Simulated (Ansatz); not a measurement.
**SiH2Br− (SMILES [SiH2-]Br): levels of theory compared**

We compute a comparison of 6 runs (B2PLYP/STO-3G, PBE/STO-3G, SVWN5/STO-3G, wB97M-V/STO-3G, BCCD(T)/STO-3G, CCSDTQ/STO-3G) of SiH2Br−. 

Program for the calculation: Ansatz 0.2.0.

4 further runs of the same task are left out: 2 that didn't finish, 2 set aside as unsound or not needed.

## Step 1: The system as given

SiH2Br− has 4 atoms, charge -1, and is taken as a singlet. SMILES: `[SiH2-]Br`. The H3–Si1 distance was set to 2.245 Å, away from the relaxed value. At this shape a bond of the SMILES string is far longer than usual.

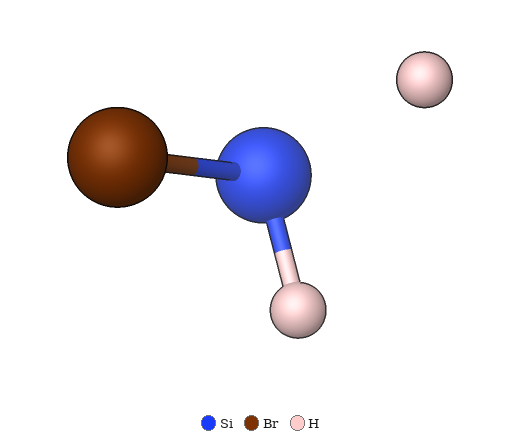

The structure, seen from a chosen angle (silicon blue, bromine brown, hydrogen pink).

## Step 2: The energy at B2PLYP/STO-3G (run 1)

The input, run.yaml:

```yaml
crystal:
  periodic: [false, false, false]
  atoms:
    - {symbol: Si, position_ang: [0.316983, -0.249525, -1.159781]}
    - {symbol: Br, position_ang: [2.196653, -0.177875, 0.370699]}
    - {symbol: H, position_ang: [-1.209900, -0.529990, 0.461390]}
    - {symbol: H, position_ang: [0.223093, 1.237845, -1.293431]}
basis:
  gaussian: {orbitals: STO-3G}
hamiltonian: {xc: {name: B2PLYP}}
total_charge: -1
correlation: {frozen_orbitals: {Br: 9, H: 0, Si: 5}}
accuracy: high
```

Launch:

```sh
ansatz run run.yaml --threads 1 --pin off --max-ram 2610MiB --events-out events.jsonl --progress --plain --runs-dir runs
```

The log of the run:

```text
Warning: RAYON_NUM_THREADS=1 ignored (pool sized by the plan → 1); use --threads N
Functional definition: B2PLYP
  name "B2PLYP"
  parameter a = 0.53
  parameter c = 0.27
  exchange = (1 - a)*b88_x + a*exact_x
  correlation = (1 - c)*lyp_c + c*(mp2_os + mp2_ss)
410 factors; integrals over basis functions are off by at most 9.9e-9 eV
mean field evaluation 1: about -77077.5612 eV, gradient 1.7e1 eV
mean field evaluation 2: about -77077.5765 eV, gradient 1.7e1 eV
mean field evaluation 4: about -77079.8799 eV, gradient 7.8e-1 eV
mean field evaluation 8: about -77079.8773 eV, gradient 2.6e-3 eV
mean field evaluation 16: about -77079.8773 eV, gradient 8.4e-8 eV
mean field -77079.87728500 eV, -2832.6332436064 hartree, gradient 8.4e-8 eV, S^2 0.000000; 0 other end points of the search recorded, 0 dependent functions left out; unrestricted orbitals would lower it
14 core orbitals not correlated: weight in the atoms' cores, before any rotation towards them, 1.000 or more for the frozen orbitals, at most 0.000 for the correlated occupied ones
reference -77079.87730304 eV, -2832.6332442695 hartree; 12, 12 occupied and 3, 3 virtual orbitals, 410 factors
second order -2.03692461 eV of doubles, -0.00000000 eV of singles
Total energy: -77080.42727269 eV, -2832.6534552812 hartree
```

It took 1.9 s on 1 thread of Arm Neoverse V1, shared host; peak memory 0.1 GiB.

## Step 3: A single-point energy at PBE/STO-3G (run 2)

The input, run.yaml:

```yaml
basis:
  gaussian:
    orbitals: STO-3G
crystal:
  periodic: [false, false, false]
  atoms:
    - symbol: Si
      position_ang: [0.316983, -0.249525, -1.159781]
    - symbol: Br
      position_ang: [2.196653, -0.177875, 0.370699]
    - symbol: H
      position_ang: [-1.209900, -0.529990, 0.461390]
    - symbol: H
      position_ang: [0.223093, 1.237845, -1.293431]
total_charge: -1
hamiltonian:
  xc: {name: PBE}
accuracy: high
```

Launch:

```sh
ansatz run run.yaml --threads 1 --pin off --max-ram 2610MiB --events-out events.jsonl --progress --plain --runs-dir runs
```

The log of the run:

```text
Warning: RAYON_NUM_THREADS=1 ignored (pool sized by the plan → 1); use --threads N
Functional definition: PBE
  name "PBE"
  parameter kappa = 0.804
  parameter beta = 0.06672455060314922
  exchange = pbe_x(kappa = kappa, mu = beta*pi^2/3)
  correlation = pbe_c(beta = beta)
410 factors; integrals over basis functions are off by at most 9.9e-9 eV
mean field evaluation 1: about -77074.0641 eV, gradient 2.1e1 eV
mean field evaluation 2: about -77062.4344 eV, gradient 4.0e1 eV
mean field evaluation 4: about -77077.2996 eV, gradient 2.4e0 eV
mean field evaluation 8: about -77077.2933 eV, gradient 2.0e-1 eV
mean field evaluation 16: about -77077.2936 eV, gradient 1.7e-6 eV
mean field -77077.29358289 eV, -2832.5382943052 hartree, gradient 3.4e-8 eV, S^2 0.000000; 0 other end points of the search recorded, 0 dependent functions left out
reference -77077.29358465 eV, -2832.5382943697 hartree; 26, 26 occupied and 3, 3 virtual orbitals, 410 factors
Total energy: -77077.29358465 eV, -2832.5382943697 hartree
```

Wall time 1.4 s (1 thread of Arm Neoverse V1, shared host); peak memory 0.095 GiB.

Runs 3 to 4 aren't shown in full; the table further down has their settings and results.

## Step 4: A single-point energy at BCCD(T)/STO-3G (run 5)

The input, in.yaml:

```yaml
crystal:
  periodic: [false, false, false]
  atoms:
    - {symbol: Si, position_ang: [0.316983, -0.249525, -1.159781]}
    - {symbol: Br, position_ang: [2.196653, -0.177875, 0.370699]}
    - {symbol: H, position_ang: [-1.209900, -0.529990, 0.461390]}
    - {symbol: H, position_ang: [0.223093, 1.237845, -1.293431]}
basis:
  gaussian:
    orbitals: STO-3G
total_charge: -1
correlation:
  method: bccd_t
  frozen_orbitals: {Br: 9, H: 0, Si: 5}
accuracy: high
scf:
  omitted_lower_state_checks: [cluster_reference, increment]
```

Launch:

```sh
ansatz run in.yaml --threads 1 --pin off --max-ram 2610MiB --events-out events.jsonl --progress --plain --runs-dir runs
```

The log of the run, cut to the lines that bear on the results:

```text
Warning: RAYON_NUM_THREADS=1 ignored (pool sized by the plan → 1); use --threads N
Functional definition: HF
  name "HF"
[...]
410 factors; integrals over basis functions are off by at most 9.9e-9 eV
[...]
mean field -77040.56977131 eV, -2831.1887191220 hartree, gradient 8.0e-9 eV, S^2 0.000000; 0 other end points of the search recorded, 0 dependent functions left out; unrestricted orbitals would lower it
14 core orbitals not correlated: weight in the atoms' cores, before any rotation towards them, 1.000 or more for the frozen orbitals, at most 0.000 for the correlated occupied ones
reference -77040.56977131 eV, -2831.1887191220 hartree; 12, 12 occupied and 3, 3 virtual orbitals, 410 factors
second order -1.40143858 eV of doubles, -0.00000000 eV of singles
cycle   1  -1.81016429 eV  change   -4.1e-1 eV  update   8.9e-2
[...]
cycle  19  -2.13529124 eV  change  -1.0e-11 eV  update   2.2e-9
perturbative correction -0.02341273 eV, -0.0008604019 hartree
Total energy: -77042.72847528 eV, -2831.2680500296 hartree
Checks for a lower state left out: cluster_reference, increment
```

It took 0.51 s on 1 thread of Arm Neoverse V1, shared host.

## Step 5: A single-point energy at CCSDTQ/STO-3G (run 6)

The input, job.yaml:

```yaml
crystal:
  periodic: [false, false, false]
  atoms:
    - {symbol: Si, position_ang: [0.316983, -0.249525, -1.159781]}
    - {symbol: Br, position_ang: [2.196653, -0.177875, 0.370699]}
    - {symbol: H, position_ang: [-1.209900, -0.529990, 0.461390]}
    - {symbol: H, position_ang: [0.223093, 1.237845, -1.293431]}
basis:
  gaussian: {orbitals: STO-3G}
total_charge: -1
correlation: {method: ccsdtq, frozen_orbitals: {Br: 9, H: 0, Si: 5}}
accuracy: high
scf: {omitted_lower_state_checks: [cluster_reference, increment]}
```

Launch:

```sh
ansatz run job.yaml --threads 1 --pin off --max-ram 2610MiB --events-out events.jsonl --progress --plain --runs-dir runs
```

The log of the run, cut to the lines that bear on the results:

```text
Warning: RAYON_NUM_THREADS=1 ignored (pool sized by the plan → 1); use --threads N
[... 2 set-up lines as earlier in the session ...]
[...]
410 factors; integrals over basis functions are off by at most 9.9e-9 eV
[...]
mean field -77040.56977131 eV, -2831.1887191220 hartree, gradient 8.0e-9 eV, S^2 0.000000; 0 other end points of the search recorded, 0 dependent functions left out; unrestricted orbitals would lower it
14 core orbitals not correlated: weight in the atoms' cores, before any rotation towards them, 1.000 or more for the frozen orbitals, at most 0.000 for the correlated occupied ones
reference -77040.56977131 eV, -2831.1887191220 hartree; 12, 12 occupied and 3, 3 virtual orbitals, 410 factors
second order -1.40143858 eV of doubles, -0.00000000 eV of singles
cycle   1  -1.79543869 eV  change   -3.9e-1 eV  update   9.1e-2
[...]
cycle  27  -2.16135643 eV  change    1.7e-9 eV  update   1.5e-9
Total energy: -77042.73112774 eV, -2831.2681475058 hartree
Checks for a lower state left out: cluster_reference, increment
```

It took 17 s on 1 thread of Arm Neoverse V1, shared host; peak memory 0.25 GiB.

## Step 6: All runs side by side

| run | level | frozen core orbitals | energy (Eh) | wall time |
| --- | --- | --- | --- | --- |
| 1 | B2PLYP/STO-3G | 14 | -2832.653455 | 1.9 s |
| 2 | PBE/STO-3G | – | -2832.538294 | 1.4 s |
| 3 | SVWN5/STO-3G | – | -2828.161657 | 0.93 s |
| 4 | wB97M-V/STO-3G | – | -2833.251880 | 20 s |
| 5 | BCCD(T)/STO-3G | 14 | -2831.268050 | 0.51 s |
| 6 | CCSDTQ/STO-3G | 14 | -2831.268148 | 17 s |

## Step 7: Outcome

| quantity | value |
| --- | --- |
| run 6: total energy | -2831.26815 Eh |
| run 6: correlation energy (14 core orbitals frozen) | -79.4 mEh |
| run 6: T1 diagnostic | 0.016 |

In words: Totals of different functionals can't be ranked against each other. In runs 1, 5, 6 the log says that unrestricted orbitals would lower the reference, so the values rest on an unstable closed-shell determinant (other closed-shell runs at this shape may share the fault). In runs 1, 2, 3, 4, 5, 6 the basis is minimal, so the values are rough. All runs together took 41 s, the longest 20 s.
